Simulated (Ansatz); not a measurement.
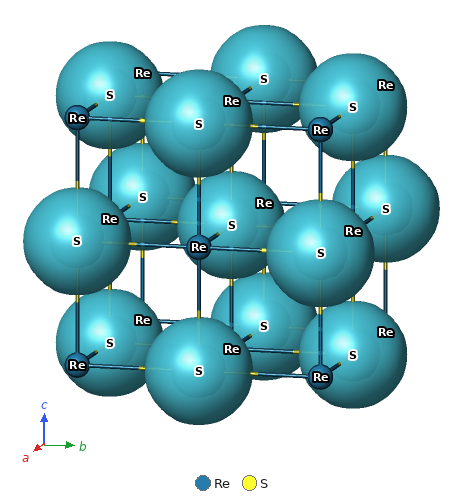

Figure. ReS. Isosurface of the ELF at 0.65 (cyan), seen slightly off an axis. Only the valence region is drawn (cores and ρ < 0.01 e/Å³ removed). Sticks mark near contacts.

Space group Fm-3m; started from the rock salt prototype, which need not be the ambient phase; the program warned that a starting moment wasn't kept; spin-polarised.

All numbers below come from DFT PBE, scalar-relativistic, plane waves, PAW in Ansatz 0.2.0.

Core electrons are frozen (PAW), and the valence fields are smoothed inside the atomic spheres.

```cif
data_structure
_symmetry_space_group_name_H-M 'P 1'
_symmetry_Int_Tables_number 1
_cell_length_a 4.9234
_cell_length_b 4.9234
_cell_length_c 4.9234
_cell_angle_alpha 90.000
_cell_angle_beta 90.000
_cell_angle_gamma 90.000
_cell_volume 119.34
loop_
_atom_site_label
_atom_site_type_symbol
_atom_site_fract_x
_atom_site_fract_y
_atom_site_fract_z
_atom_site_occupancy
Re1 Re 0.00000 0.00000 0.00000 1
Re2 Re 0.00000 0.50000 0.50000 1
S1 S 0.50000 0.00000 0.00000 1
S2 S 0.50000 0.50000 0.50000 1
Re3 Re 0.50000 0.00000 0.50000 1
Re4 Re 0.50000 0.50000 0.00000 1
S3 S 0.00000 0.00000 0.50000 1
S4 S 0.00000 0.50000 0.00000 1
```

Describe the localisation domains.

At this value the surface marks out four regions wrapped around S (the valence shell of each), counted in one cell of 8 atoms. Any copies at cell faces, edges or corners count once. Along the contacts the grid gives the following. Re–S (2.46 Å): the ELF peaks at about 0.85 in the valence shell of S, 0.8 Å from its nucleus, and is about 0.35 at the midpoint.
